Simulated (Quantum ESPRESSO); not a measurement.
# PbF2 (Fluorocronite): zone-centre phonons

Aim: the zone-centre modes of PbF2 (Fluorocronite).

Method: DFT PBE, scalar-relativistic, plane waves, GBRV ultrasoft pseudopotentials, in Quantum ESPRESSO 7.5.

The database entry behind the starting cell differs from later determinations by our own check (0.1 to 0.3 % short, probably kX units), so it need not match the best structure at ambient conditions.

### 1. The structure

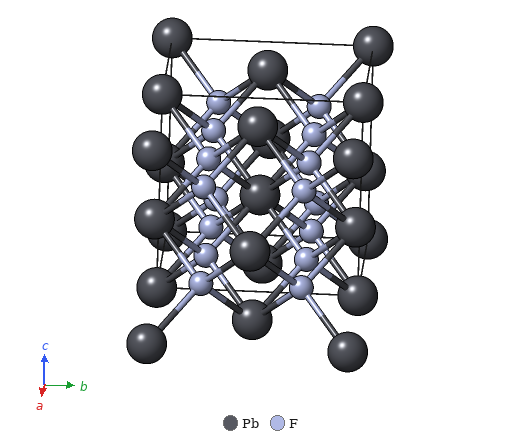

The starting structure, seen slightly off an axis (lead dark grey, fluorine light blue). 2×1×1 cells are drawn. This picture shows the conventional cell, with its axes. Some periodic images of atoms are drawn too.

### 2. A first look

Before anything dear is run, a loose run with smearing shows whether this is a metal and how far the cell is from rest.

probe.in reads:

```
 &control
    calculation='scf',
    prefix='x',
    outdir='./tmp',
    pseudo_dir='./pseudo',
    tprnfor=.true.,
    tstress=.true.,
    verbosity='high',
 /
 &system
    ibrav=0,
    nat=3,
    ntyp=2,
    ecutwfc=55.0,
    ecutrho=440.0,
    occupations='smearing',
    smearing='gaussian',
    degauss=0.01,
 /
 &electrons
    conv_thr=1.0d-07,
    mixing_beta=0.7,
    electron_maxstep=100,
 /
ATOMIC_SPECIES
 Pb    207.2000  Pb.upf
 F      18.9984  F.upf
CELL_PARAMETERS angstrom
    -2.963660000    0.000000000    2.963660000
     0.000000000    2.963660000    2.963660000
    -2.963660000    2.963660000    0.000000000
ATOMIC_POSITIONS crystal
 Pb     0.000000000   0.000000000   0.000000000
 F      0.750000000   0.750000000   0.750000000
 F      0.250000000   0.250000000   0.250000000
K_POINTS automatic
 6 6 6 0 0 0
```

Run with:

```sh
> OMP_NUM_THREADS=1 mpirun -n 4 pw.x -nk 4 -in probe.in > probe.out
```

The program printed:

```text
[banners, grids, parts of the stress and lines that vanish by symmetry left out]
Program PWSCF v.7.5
     Message from routine setup:
     using ibrav=0 with symmetry is DISCOURAGED, use correct ibrav instead
[...]
kinetic-energy cutoff     =      55.0000  Ry
     charge density cutoff     =     440.0000  Ry
     scf convergence threshold =      1.0E-07
[...]
Exchange-correlation=  SLA  PW   PBX  PBC
                           (   1   4   3   4   0   0   0)
[...]
48 Sym. Ops., with inversion, found
[...]
(     0          1          0      )
                  (     0          0          1      )
[...]
(  0.0000000  1.0000000  0.0000000 )
                  ( -0.0000000 -0.0000000  1.0000000 )
[...]
(     1          0         -1      )
                  (     0          0         -1      )
[...]
(     0          1         -1      )
                  (     0          1          0      )
[...]
( -1.0000000  0.0000000  0.0000000 )
                  (  0.0000000  1.0000000 -0.0000000 )
[...]
number of k points=    16  Gaussian smearing, width (Ry)=  0.0100
[...]
End of self-consistent calculation
[...]
the Fermi energy is     6.8563 ev
!    total energy              =    -261.59986550 Ry
[...]
convergence has been achieved in   8 iterations
[...]
atom    1 type  1   force =     0.00000000    0.00000000   -0.00000000
     atom    2 type  2   force =     0.00000000   -0.00000000    0.00000000
     atom    3 type  2   force =     0.00000000    0.00000000   -0.00000000
[...]
Total force =     0.000000     Total SCF correction =     0.000000
[...]
total   stress  (Ry/bohr**3)                   (kbar)     P=       24.99
[...]
XML data file, charge density, pseudopotentials, collected wavefunctions

   JOB DONE.
```

Elapsed: 4.7 s, on 4 MPI ranks of Arm Neoverse V2, shared host.

Read from the output:

| Quantity | Value |
| --- | --- |
| volume per atom | 17.35 Å³ |
| pressure | 2.499 GPa |
| gap on the k-mesh | 4.444 eV |

A gap of 4.4 eV opens on this mesh, so the crystal is taken as an insulator; the start stands at 2.5 GPa.

### 3. Relaxation

The relaxation runs at a cutoff a fifth above that of the response, since stress converges more slowly with the basis than frequencies do. Forces and stress are brought to rest with tight thresholds.

relax.in reads:

```
 &control
    calculation='vc-relax',
    prefix='x',
    outdir='./tmp',
    pseudo_dir='./pseudo',
    tprnfor=.true.,
    tstress=.true.,
    forc_conv_thr=2.0d-05,
    etot_conv_thr=1.0d-07,
    nstep=40,
 /
 &system
    ibrav=0,
    nat=3,
    ntyp=2,
    ecutwfc=66,
    ecutrho=528.0,
    occupations='fixed',
    nbnd=16,
 /
 &electrons
    conv_thr=1.0d-11,
    mixing_beta=0.7,
    electron_maxstep=100,
 /
 &ions
 /
 &cell
    press_conv_thr=0.2,
 /
ATOMIC_SPECIES
 Pb    207.2000  Pb.upf
 F      18.9984  F.upf
CELL_PARAMETERS angstrom
    -2.963660000    0.000000000    2.963660000
     0.000000000    2.963660000    2.963660000
    -2.963660000    2.963660000    0.000000000
ATOMIC_POSITIONS crystal
 Pb     0.000000000   0.000000000   0.000000000
 F      0.750000000   0.750000000   0.750000000
 F      0.250000000   0.250000000   0.250000000
K_POINTS automatic
 6 6 6 0 0 0
```

Run with:

```sh
> OMP_NUM_THREADS=1 mpirun -n 4 pw.x -nk 4 -in relax.in > relax.out
```

The program printed:

```text
[banners, grids, parts of the stress and lines that vanish by symmetry left out]
[banner, memory and clock lines left out]
Program PWSCF v.7.5

[...]
kinetic-energy cutoff     =      66.0000  Ry
     charge density cutoff     =     528.0000  Ry
     scf convergence threshold =      1.0E-11
[...]
energy convergence thresh.=      1.0E-07
     force convergence thresh. =      2.0E-05
     press convergence thresh. =      2.0E-01
     Exchange-correlation=  SLA  PW   PBX  PBC
                           (   1   4   3   4   0   0   0)
[...]
48 Sym. Ops., with inversion, found
[...]
number of k points=    16
[...]
End of self-consistent calculation
[...]
highest occupied, lowest unoccupied level (ev):     5.1535    9.5972
!    total energy              =    -261.60003339 Ry
[...]
convergence has been achieved in  12 iterations
[...]
atom    1 type  1   force =     0.00000000    0.00000000    0.00000000
     atom    2 type  2   force =    -0.00000000   -0.00000000    0.00000000
     atom    3 type  2   force =     0.00000000    0.00000000   -0.00000000
     Total force =     0.000000     Total SCF correction =     0.000000
[...]
total   stress  (Ry/bohr**3)                   (kbar)     P=       24.30
[...]
number of bfgs steps    =   0
[...]
CELL_PARAMETERS (angstrom)
[...]
ATOMIC_POSITIONS (crystal)
Pb               0.0000000000        0.0000000000        0.0000000000
F                0.7500000000        0.7500000000        0.7500000000
F                0.2500000000        0.2500000000        0.2500000000
[...]
New effective cutoffs (rho, wfc):  523.05   65.42
[...]
End of self-consistent calculation
[...]
highest occupied, lowest unoccupied level (ev):     4.9640    9.4069
!    total energy              =    -261.60061456 Ry
[...]
convergence has been achieved in   8 iterations
[...]
atom    1 type  1   force =     0.00000000    0.00000000    0.00000000
     atom    2 type  2   force =     0.00000000    0.00000000    0.00000000
     atom    3 type  2   force =     0.00000000    0.00000000   -0.00000000
     Total force =     0.000000     Total SCF correction =     0.000000
[...]
total   stress  (Ry/bohr**3)                   (kbar)     P=       14.93
[...]
number of bfgs steps    =   1
[...]
CELL_PARAMETERS (angstrom)
[...]
ATOMIC_POSITIONS (crystal)
Pb               0.0000000000        0.0000000000        0.0000000000
[...]
New effective cutoffs (rho, wfc):  518.34   64.84
[...]
End of self-consistent calculation
[...]
highest occupied, lowest unoccupied level (ev):     4.7628    9.2014
!    total energy              =    -261.60094515 Ry
[...]
convergence has been achieved in  10 iterations
[...]
atom    1 type  1   force =     0.00000000    0.00000000   -0.00000000
     atom    2 type  2   force =     0.00000000    0.00000000    0.00000000
     atom    3 type  2   force =    -0.00000000   -0.00000000   -0.00000000
     Total force =     0.000000     Total SCF correction =     0.000000
[...]
total   stress  (Ry/bohr**3)                   (kbar)     P=        5.26
[...]
number of bfgs steps    =   2
[...]
CELL_PARAMETERS (angstrom)
[...]
ATOMIC_POSITIONS (crystal)
[...]
New effective cutoffs (rho, wfc):  515.78   64.52
[...]
End of self-consistent calculation
[...]
highest occupied, lowest unoccupied level (ev):     4.6562    9.0898
!    total energy              =    -261.60099476 Ry
[...]
convergence has been achieved in  10 iterations
[...]
atom    1 type  1   force =     0.00000000    0.00000000    0.00000000
     atom    2 type  2   force =     0.00000000   -0.00000000    0.00000000
     atom    3 type  2   force =    -0.00000000    0.00000000   -0.00000000
     Total force =     0.000000     Total SCF correction =     0.000000
[...]
total   stress  (Ry/bohr**3)                   (kbar)     P=        0.20
[...]
number of bfgs steps    =   3
[...]
CELL_PARAMETERS (angstrom)
[...]
ATOMIC_POSITIONS (crystal)
[...]
New effective cutoffs (rho, wfc):  515.68   64.50
[...]
End of self-consistent calculation
[...]
highest occupied, lowest unoccupied level (ev):     4.6519    9.0854
!    total energy              =    -261.60099483 Ry
[...]
convergence has been achieved in   8 iterations
[...]
atom    1 type  1   force =    -0.00000000   -0.00000000    0.00000000
     atom    2 type  2   force =     0.00000000   -0.00000000    0.00000000
     atom    3 type  2   force =    -0.00000000    0.00000000   -0.00000000
     Total force =     0.000000     Total SCF correction =     0.000000
[...]
total   stress  (Ry/bohr**3)                   (kbar)     P=        0.00
[...]
bfgs converged in   5 scf cycles and   4 bfgs steps
[...]
End of BFGS Geometry Optimization
     Final enthalpy           =    -261.6009948335 Ry
     File ./tmp/x.bfgs deleted, as requested
[...]
CELL_PARAMETERS (angstrom)
[...]
ATOMIC_POSITIONS (crystal)
[...]
F                0.7500000000        0.7500000000        0.7500000000
F                0.2500000000        0.2500000000        0.2500000000
[...]
Final scf calculation at the relaxed structure.
[...]
kinetic-energy cutoff     =      66.0000  Ry
     charge density cutoff     =     528.0000  Ry
     scf convergence threshold =      1.0E-13
[...]
press convergence thresh. =      2.0E-01
     Exchange-correlation=  SLA  PW   PBX  PBC
                           (   1   4   3   4   0   0   0)
[...]
48 Sym. Ops., with inversion, found
[...]
number of k points=    16
[...]
End of self-consistent calculation
[...]
highest occupied, lowest unoccupied level (ev):     4.6519    9.0854
!    total energy              =    -261.60103049 Ry
[...]
convergence has been achieved in  15 iterations
[...]
atom    1 type  1   force =     0.00000000    0.00000000    0.00000000
     atom    2 type  2   force =     0.00000000   -0.00000000    0.00000000
     atom    3 type  2   force =    -0.00000000    0.00000000   -0.00000000
     Total force =     0.000000     Total SCF correction =     0.000000
[...]
total   stress  (Ry/bohr**3)                   (kbar)     P=       -0.05
[...]
XML data file, charge density, pseudopotentials, collected wavefunctions
```

The job ended after 42 s (4 MPI ranks; 2.8 min of CPU time).

Step by step:

| step | energy less that of the first step (eV) | largest force (eV/Å) | pressure (GPa) | volume (Å³) |
| --- | --- | --- | --- | --- |
| 1 | 0.0000 | 0.0000 | 2.43 | 52.06 |
| 2 | -0.0079 | 0.0000 | 1.49 | 52.71 |
| 3 | -0.0124 | 0.0000 | 0.53 | 53.43 |
| 4 | -0.0131 | 0.0000 | 0.02 | 53.83 |
| 5 | -0.0131 | 0.0000 | 0.00 | 53.84 |
| 6 | -0.0136 | 0.0000 | -0.01 | 53.84 |

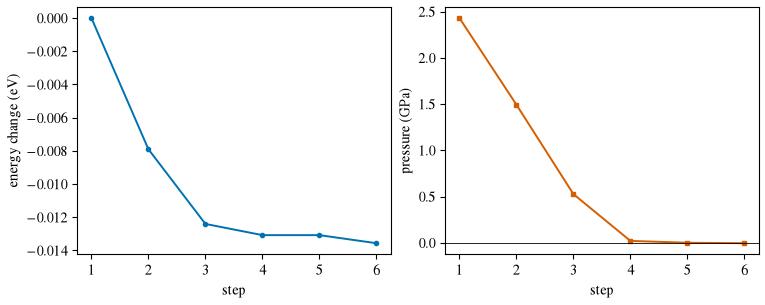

Energy and pressure along the relaxation.

| conventional cell, symmetrised | before | after | change |
| --- | --- | --- | --- |
| a (Å) | 5.927 | 5.994 | +1.1 % |
| b (Å) | 5.927 | 5.994 | +1.1 % |
| c (Å) | 5.927 | 5.994 | +1.1 % |
| volume (Å³/atom) | 17.35 | 17.95 | +3.4 % |

The relaxed structure:

```
CELL_PARAMETERS angstrom
-2.99708 0.00000 2.99708
0.00000 2.99708 2.99708
-2.99708 2.99708 0.00000
ATOMIC_POSITIONS crystal
Pb 0.00000 0.00000 0.00000
F 0.75000 0.75000 0.75000
F 0.25000 0.25000 0.25000
```

The last row of the table of steps is pw.x's closing run on a basis chosen anew for the final cell, so its energy can jump.

This step gave:

| Item | Value |
| --- | --- |
| volume per atom | 17.95 Å³ |
| pressure | -0.005 GPa |
| gap on the k-mesh | 4.433 eV |

The volume changes by +3.4 % from the cell with which this run began.

### 4. Ground state

Perturbation theory inherits every error of the wavefunctions, so the threshold is set near the limit of the arithmetic. With a gap, occupations are fixed, which also allows the response to an electric field.

scf.in reads:

```
 &control
    calculation='scf',
    prefix='x',
    outdir='./tmp',
    pseudo_dir='./pseudo',
    tprnfor=.true.,
    tstress=.true.,
 /
 &system
    ibrav=0,
    nat=3,
    ntyp=2,
    ecutwfc=55.0,
    ecutrho=440.0,
    occupations='fixed',
    nbnd=16,
 /
 &electrons
    conv_thr=1.0d-12,
    mixing_beta=0.7,
    electron_maxstep=100,
 /
ATOMIC_SPECIES
 Pb    207.2000  Pb.upf
 F      18.9984  F.upf
CELL_PARAMETERS angstrom
    -2.997081940    0.000000000    2.997081940
     0.000000000    2.997081940    2.997081940
    -2.997081940    2.997081940    0.000000000
ATOMIC_POSITIONS crystal
 Pb     0.000000000   0.000000000   0.000000000
 F      0.750000000   0.750000000   0.750000000
 F      0.250000000   0.250000000   0.250000000
K_POINTS automatic
 8 8 8 0 0 0
```

Run with:

```sh
> OMP_NUM_THREADS=1 mpirun -n 4 pw.x -nk 4 -in scf.in > scf.out
```

The program printed:

```text
[banners, grids, parts of the stress and lines that vanish by symmetry left out]
[banner, memory and clock lines left out]
Program PWSCF v.7.5

[...]
kinetic-energy cutoff     =      55.0000  Ry
     charge density cutoff     =     440.0000  Ry
     scf convergence threshold =      1.0E-12
[...]
Exchange-correlation=  SLA  PW   PBX  PBC
                           (   1   4   3   4   0   0   0)
[...]
48 Sym. Ops., with inversion, found
[...]
number of k points=    29
[...]
End of self-consistent calculation
[...]
highest occupied, lowest unoccupied level (ev):     4.6614    9.0854
!    total energy              =    -261.60086393 Ry
[...]
convergence has been achieved in  14 iterations
[...]
atom    1 type  1   force =     0.00000000    0.00000000   -0.00000000
     atom    2 type  2   force =    -0.00000000   -0.00000000    0.00000000
     atom    3 type  2   force =     0.00000000    0.00000000    0.00000000
     Total force =     0.000000     Total SCF correction =     0.000000
[...]
total   stress  (Ry/bohr**3)                   (kbar)     P=        0.27
[...]
XML data file, charge density, pseudopotentials, collected wavefunctions
```

Wall time 11 s (4 MPI ranks).

This step gave:

| Property | Result |
| --- | --- |
| pressure | 0.02700 GPa |
| gap on the k-mesh | 4.424 eV |

The cell stands at 0.027 GPa, close enough for phonons.

(Continued in part 2 of 5.)

[Host names and launcher messages were left out of these logs when they were recorded.]

[Logs are printed without paths, hosts, clocks, repeated set-up lines and the standing remarks that a program may print on its own settings, such as how far it seeks lower states.]

[Hosts, paths, dates, database ids (printed as entryN), source tags and the programs' standing remarks are cut or masked in the printed files.]
